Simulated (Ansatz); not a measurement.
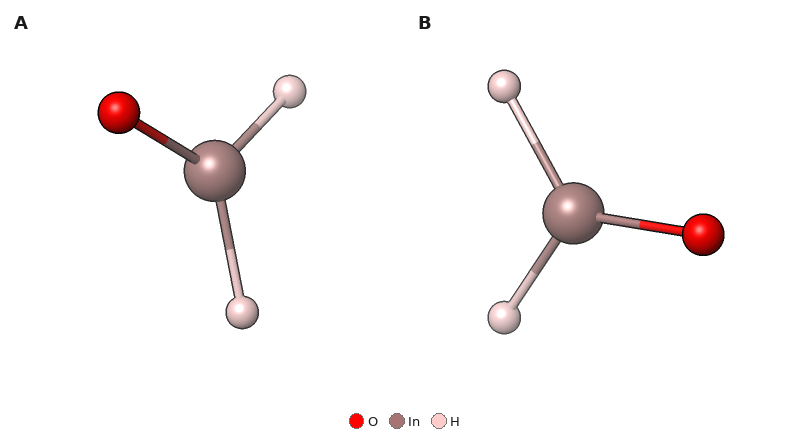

Atoms fade into the background with distance from the viewer. State: charge −1, singlet. Computed geometry: PBE-D4/def2-SVPD optimisation. No frequency run is at hand to confirm it as a minimum.

Q: Are A and B the same structure? If not, how do they differ?

A: Yes. They are the same structure, H2InO (charge −1), seen from two directions. With point group C2v it is achiral, so its mirror image would be the same too.
